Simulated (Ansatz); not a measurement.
## Pressure series in hypothetical simple cubic Cr

Base system: Cr in the simple cubic structure (space group Pm-3m, No. 221; non-magnetic; a hypothetical phase, not in the database extracts checked).

```xyz
1
Lattice="2.3403 0.0000 0.0000 0.0000 2.3403 0.0000 0.0000 0.0000 2.3403" Properties=species:S:1:pos:R:3 pbc="T T T"
Cr     0.0000     0.0000     0.0000
```

Cell and atoms are relaxed at each pressure.

Calculations: PBE/PAW in Ansatz (an electronic-structure program), no SOC.

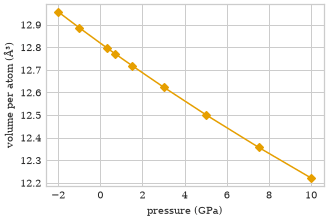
*Volume against pressure*

Problem. Estimate the zero-pressure bulk modulus from the plot.

Solution. About 190 GPa; a third-order Birch–Murnaghan fit to the points gives V₀ = 12.82 Å³/atom, B₀ = 190 GPa and B₀′ = 4.1.

Load acts through the strain it causes; cell and atoms are relaxed under it. Whether these cells are dynamically stable was not tested. Competing high-pressure phases were not computed. Seeded moments were not kept for the base. The final runs are not spin-polarised.
